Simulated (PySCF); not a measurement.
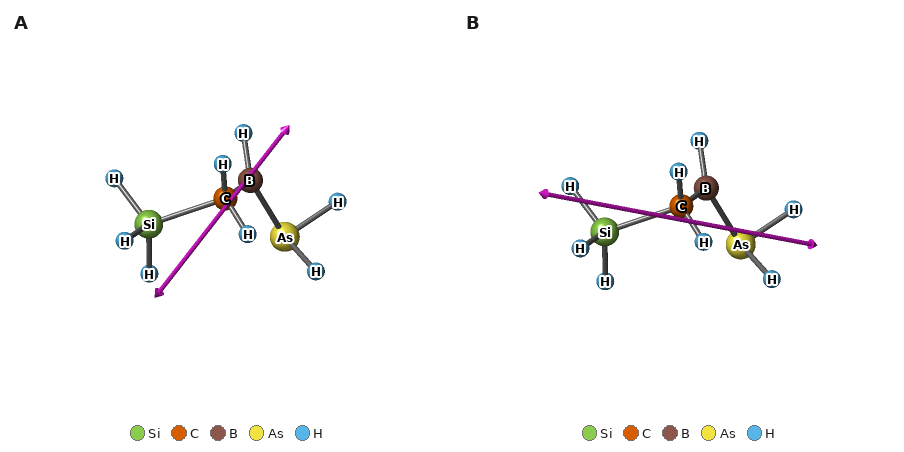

The double arrows show the directions of two transition dipoles from the ground state (lengths mean nothing). Computed geometry: GFN2-xTB optimisation. No frequency run is at hand to confirm it as a minimum. Level of theory: TDDFT B3LYP/def2-SVPD, vertical, gas phase, core orbitals frozen in the response (PySCF 2.14.0).

Question: One belongs to singlet state 2 and one to singlet state 3. Which is which?

Answer: A: state 3, 6.06 eV (205 nm), oscillator strength 0.016, mainly HOMO → LUMO+1 (weight 0.95).
B: state 2, 5.80 eV (214 nm), oscillator strength 0.061, mainly HOMO−1 → LUMO (weight 0.94).

The geometry is semi-empirical. Around As, B, Si such bond lengths and angles can be off by a tenth of an ångström or more and by several degrees, and values that hang on the shape move with them.
